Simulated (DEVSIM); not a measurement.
Device: abrupt GaAs p-n junction, at 300 K.

```
layer (left to right)  material  thickness (μm)  Nd (cm⁻³)  Na (cm⁻³)   τn (s)   τp (s)
---------------------  --------  --------------  ---------  ---------  -------  -------
1                          GaAs            12.0          -     5.4e15  6.4e-10  6.4e-10
2                          GaAs            84.0       2e16          -  6.4e-10   1.9e-8
```

Left contact: ohmic. Right contact: ohmic. Voltage is applied to the left contact. Recombination: SRH at mid-gap, Auger. Mobility is μmin + (μ − μmin)/(1 + (N/Nref)^α).

This is a model device: material constants are rounded textbook-type values typed into the input, and sizes, dopings and lifetimes were drawn at random. Values at 300 K.

```tsv
parameter	GaAs
gap (eV)	1.424
affinity (eV)	4.07
permittivity	12.9
Nc (cm⁻³)	4.7e17
Nv (cm⁻³)	9e18
μn (cm²/Vs)	8500
μp (cm²/Vs)	400
μn,min	500
μp,min	20
Nref,n	6e16
Nref,p	1.5e17
αn	0.39
αp	0.38
Cn (cm⁶/s)	1e-30
Cp (cm⁶/s)	1e-30
```

Simulated with DEVSIM: 1D drift-diffusion, Boltzmann statistics, complete ionisation; no tunnelling, impact ionisation, image-force lowering or self-heating.

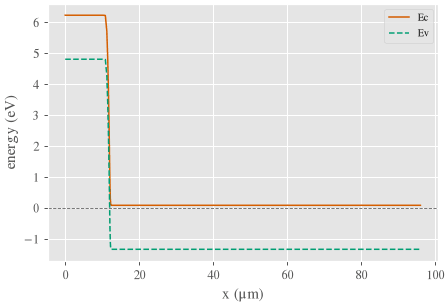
Figure: Band edges at -5.0 V on the left contact

Energies count from the Fermi level of the right contact; mesh points crowd at the junctions.

```json
[
 {"x (μm)": "0.000", "Ec (eV)": "6.232", "Ev (eV)": "4.808", "n (cm⁻³)": "< 1e2", "p (cm⁻³)": "5.4e15", "field (V/cm)": "≈ 0"},
 {"x (μm)": "0.05113", "Ec (eV)": "6.232", "Ev (eV)": "4.808", "n (cm⁻³)": "< 1e2", "p (cm⁻³)": "5.4e15", "field (V/cm)": "≈ 0"},
 {"x (μm)": "0.2107", "Ec (eV)": "6.232", "Ev (eV)": "4.808", "n (cm⁻³)": "< 1e2", "p (cm⁻³)": "5.4e15", "field (V/cm)": "≈ 0"},
 {"x (μm)": "0.6798", "Ec (eV)": "6.232", "Ev (eV)": "4.808", "n (cm⁻³)": "< 1e2", "p (cm⁻³)": "5.4e15", "field (V/cm)": "≈ 0"},
 {"x (μm)": "3.275", "Ec (eV)": "6.232", "Ev (eV)": "4.808", "n (cm⁻³)": "< 1e2", "p (cm⁻³)": "5.4e15", "field (V/cm)": "≈ 0"},
 {"x (μm)": "8.326", "Ec (eV)": "6.232", "Ev (eV)": "4.808", "n (cm⁻³)": "< 1e2", "p (cm⁻³)": "5.4e15", "field (V/cm)": "≈ 0"},
 {"x (μm)": "10.84", "Ec (eV)": "6.223", "Ev (eV)": "4.799", "n (cm⁻³)": "< 1e2", "p (cm⁻³)": "3.8e15", "field (V/cm)": "-1500"},
 {"x (μm)": "11.76", "Ec (eV)": "3.225", "Ev (eV)": "1.801", "n (cm⁻³)": "220", "p (cm⁻³)": "2100", "field (V/cm)": "-67000"},
 {"x (μm)": "11.94", "Ec (eV)": "1.901", "Ev (eV)": "0.477", "n (cm⁻³)": "240", "p (cm⁻³)": "480", "field (V/cm)": "-81000"},
 {"x (μm)": "12.00", "Ec (eV)": "1.425", "Ev (eV)": "0.001", "n (cm⁻³)": "270", "p (cm⁻³)": "< 1e2", "field (V/cm)": "-85000"},
 {"x (μm)": "12.04", "Ec (eV)": "1.063", "Ev (eV)": "-0.361", "n (cm⁻³)": "350", "p (cm⁻³)": "< 1e2", "field (V/cm)": "-73000"},
 {"x (μm)": "12.28", "Ec (eV)": "0.114", "Ev (eV)": "-1.310", "n (cm⁻³)": "5.6e15", "p (cm⁻³)": "< 1e2", "field (V/cm)": "-9000"},
 {"x (μm)": "12.92", "Ec (eV)": "0.082", "Ev (eV)": "-1.342", "n (cm⁻³)": "2.0e16", "p (cm⁻³)": "< 1e2", "field (V/cm)": "≈ 0"},
 {"x (μm)": "14.94", "Ec (eV)": "0.082", "Ev (eV)": "-1.342", "n (cm⁻³)": "2.0e16", "p (cm⁻³)": "< 1e2", "field (V/cm)": "≈ 0"},
 {"x (μm)": "25.37", "Ec (eV)": "0.082", "Ev (eV)": "-1.342", "n (cm⁻³)": "2.0e16", "p (cm⁻³)": "< 1e2", "field (V/cm)": "≈ 0"},
 {"x (μm)": "52.27", "Ec (eV)": "0.082", "Ev (eV)": "-1.342", "n (cm⁻³)": "2.0e16", "p (cm⁻³)": "< 1e2", "field (V/cm)": "≈ 0"},
 {"x (μm)": "81.48", "Ec (eV)": "0.082", "Ev (eV)": "-1.342", "n (cm⁻³)": "2.0e16", "p (cm⁻³)": "< 1e2", "field (V/cm)": "≈ 0"},
 {"x (μm)": "91.38", "Ec (eV)": "0.082", "Ev (eV)": "-1.342", "n (cm⁻³)": "2.0e16", "p (cm⁻³)": "< 1e2", "field (V/cm)": "≈ 0"},
 {"x (μm)": "95.00", "Ec (eV)": "0.082", "Ev (eV)": "-1.342", "n (cm⁻³)": "2.0e16", "p (cm⁻³)": "< 1e2", "field (V/cm)": "≈ 0"},
 {"x (μm)": "95.70", "Ec (eV)": "0.082", "Ev (eV)": "-1.342", "n (cm⁻³)": "2.0e16", "p (cm⁻³)": "< 1e2", "field (V/cm)": "≈ 0"},
 {"x (μm)": "95.92", "Ec (eV)": "0.082", "Ev (eV)": "-1.342", "n (cm⁻³)": "2.0e16", "p (cm⁻³)": "< 1e2", "field (V/cm)": "≈ 0"},
 {"x (μm)": "96.00", "Ec (eV)": "0.082", "Ev (eV)": "-1.342", "n (cm⁻³)": "2.0e16", "p (cm⁻³)": "< 1e2", "field (V/cm)": "≈ 0"}
]
```
